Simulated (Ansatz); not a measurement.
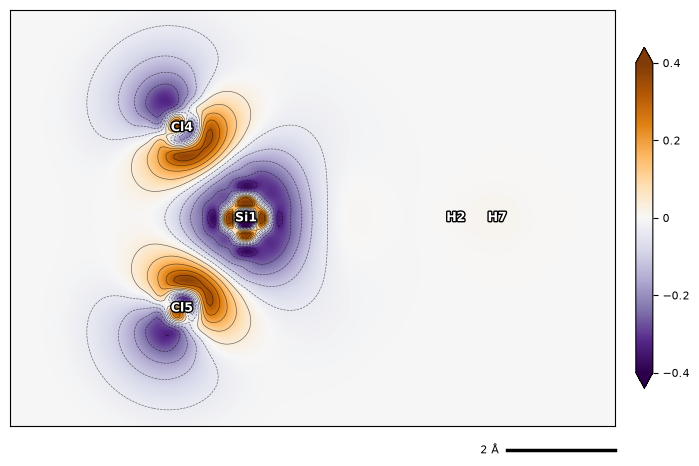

The picture shows: Cl4Si···H2. The LUMO on the plane of atoms Cl4, Si1 and Cl5 (values in Å⁻³ᐟ²; the overall sign is arbitrary).

The calculation used Ansatz, RKS PBE-D4/def2-SVP.

```xyz
7

Si   -0.6979    0.0000   -0.8718
H     0.0707    0.0000    2.9530
Cl    1.1607    0.0000    0.0000
Cl   -0.9076    1.6751   -2.0359
Cl   -0.9076   -1.6751   -2.0359
Cl   -2.1346   -0.0001    0.5934
H     0.1585    0.0001    3.7171
```

### What is the character of this orbital?

It lies mainly on Si1 (about 35 %), Cl6 (about 15 %), Cl3 (about 15 %), Cl4 (about 15 %) and Cl5 (about 15 %). Its energy is −1.72 eV.
